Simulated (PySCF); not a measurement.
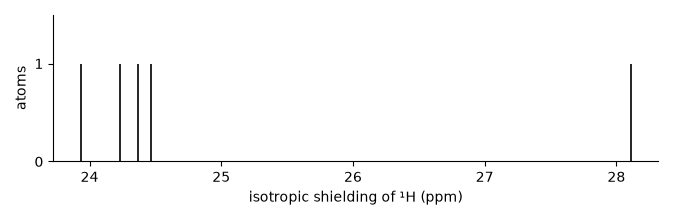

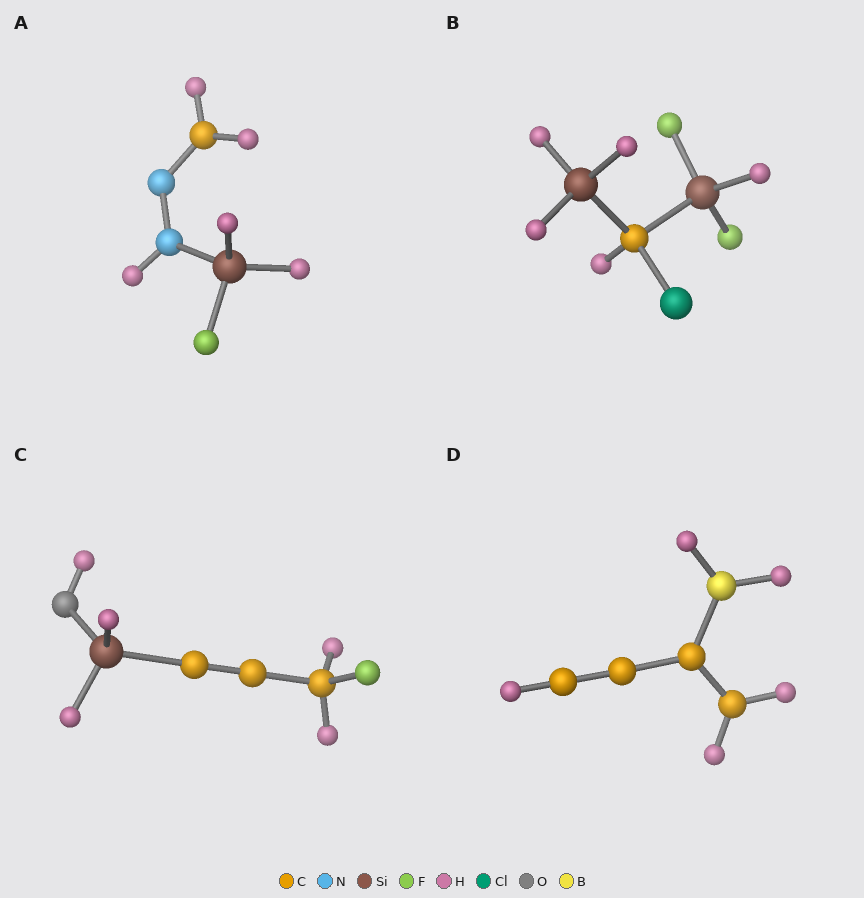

The sticks are computed shieldings of one of the molecules, for one fixed geometry (PBE0-D3(BJ)/def2-SVP) without averaging over rotations. Low shielding means a high chemical shift. Method: GIAO PBE0/cc-pVTZ NMR shielding, non-relativistic, gas phase (PySCF 2.14.0).

Which molecule gives this pattern?

Answer. D, `BC(=C)C#C`. Its 5 H atoms give lines at 23.93, 24.23, 24.37, 24.47, 28.11 ppm.
